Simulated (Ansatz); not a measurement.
# A computed series for Ru: response to strain

Take Ru in the hcp (Mg type) structure (space group P6_3/mmc, No. 194; a = 2.722 Å, c = 4.294 Å; relaxed with 0.1 eV smearing) as the base. Axes: x lies along a and z along c of the hexagonal cell.

Strains are applied to the cell and any free atomic positions relax; under biaxial strain the out-of-plane vector relaxes too.

All numbers come from PBE (Ansatz, a program for electronic structure; PAW; 420 eV plane waves; without spin-orbit coupling).

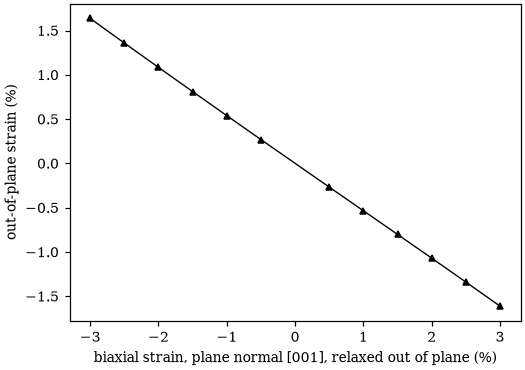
*Out-of-plane strain against biaxial strain, plane normal [001], relaxed out of plane*

```tsv
biaxial strain, plane normal [001], relaxed out of plane (%)	out-of-plane strain
-3	+1.64 %
-2.5	+1.36 %
-2	+1.08 %
-1.5	+0.81 %
-1	+0.54 %
-0.5	+0.27 %
0.5	-0.27 %
1	-0.54 %
1.5	-0.80 %
2	-1.07 %
2.5	-1.34 %
3	-1.61 %
```

No phonon test of stability was made. All final runs are without spin polarisation.
